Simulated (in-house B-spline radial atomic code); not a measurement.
Tc⁷⁺: RPA and GW calculation

System: Tc⁷⁺, configuration [Ar] 3d10 4s2 4p6.
Method: RPA, second-order and SOSEX correlation energies and G0W0 (contour deformation) on a non-relativistic mean field, all electrons, B-spline basis (in-house B-spline radial atomic code).

### Key numbers

- outcome: converged
- mean-field total energy: −4193.42167 hartree
- total energy with exact exchange alone: −4193.42167 hartree
- exact exchange energy: −121.09889 hartree
- RPA correlation, extrapolated in the angular momentum of the empty orbitals: −2.75086 hartree
- RPA correlation, as summed: −2.71442 hartree
- direct second-order term: −3.08370 hartree
- second-order exchange term: 0.88217 hartree
- SOSEX term: 0.82453 hartree
- hardware: 1 thread of Intel Xeon (Sapphire Rapids), 16 GiB of memory available, shared host
- wall time: 2.8 s

### Remarks

Relativity is left out, which matters for an atom this heavy. Caveats: relativity is absent.

### Input
```
Z = 43
electrons = 36.0
configuration = [Ar] 3d10 4s2 4p6
hamiltonian = nr
method = kli
lmax = 9
spin_polarised = False
box_radius = 8.41
intervals = 71
```

The run was one of a batch that the task file lists, launched with:
```bash
python <driver script> task.json out
```

The program writes its results to a structured record and prints no log; tables and figures of this report are taken from that record.

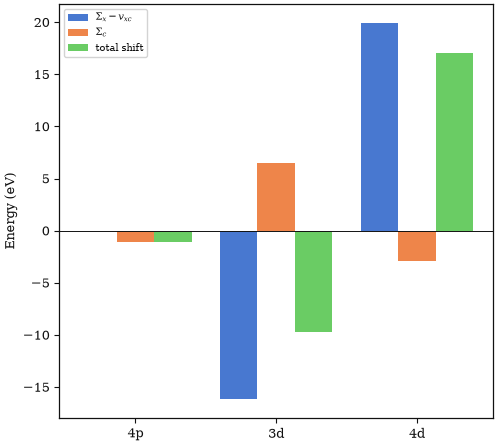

Parts of the G₀W₀ correction to each level for Tc⁷⁺ ([Ar] 3d¹⁰ 4s² 4p⁶). All-electron spherical atom, non-relativistic, exchange-only KLI start, no spin-orbit coupling, Breit or QED terms; computed with a B-spline radial code. The quasi-particle equation is solved at full frequency; levels of low quasi-particle weight Z are left out. Σ columns are in eV, and Σc holds an estimate for the angular momenta beyond the basis. G₀W₀ moves the highest occupied level, 4p, from −150.80 to −151.90 eV (renormalisation factor Z = 0.96). The empty level 4d goes from −107.55 to −90.54 eV.

| Level | Mean field (eV) | Σx − vxc (eV) | Σc (eV) | Z | G₀W₀ (eV) |
| --- | --- | --- | --- | --- | --- |
| 4p | −150.80 | 0.00 | −1.10 | 0.96 | −151.90 |
| 3d | −374.19 | −16.18 | 6.45 | 0.94 | −383.91 |
| 4d | −107.55 | 19.95 | −2.94 | 0.96 | −90.54 |
